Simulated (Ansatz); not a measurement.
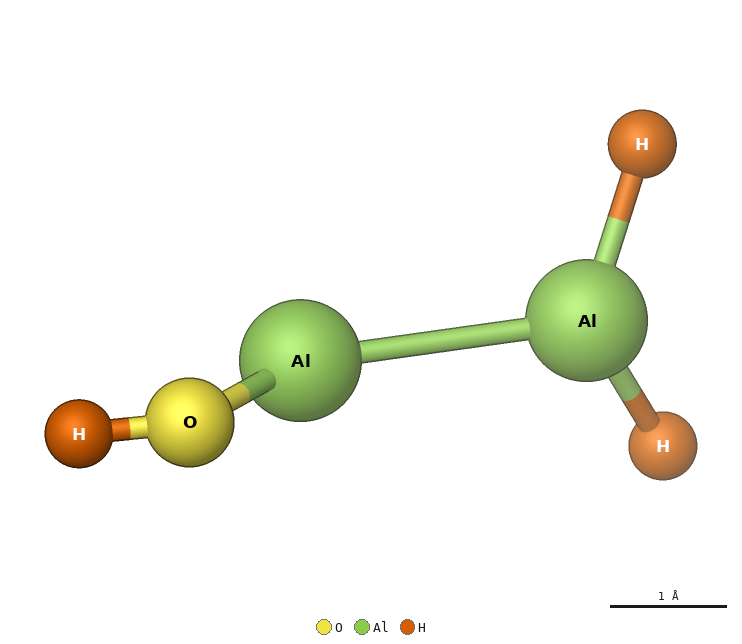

Atoms fade into the background with distance from the viewer. State: neutral, doublet. The geometry was computed by an optimisation with PBE-D4/def2-SVP. No frequency run is at hand to confirm it as a minimum. Masses are those of the most abundant isotopes; constants are for the rigid equilibrium geometry.

> What kind of rotor is it, and what are its rotational constants in cm⁻¹?

An asymmetric top (Cs): A = 1.36, B = 0.0828, C = 0.0811 cm⁻¹. Ray's parameter κ is −1.00, close to the prolate limit.
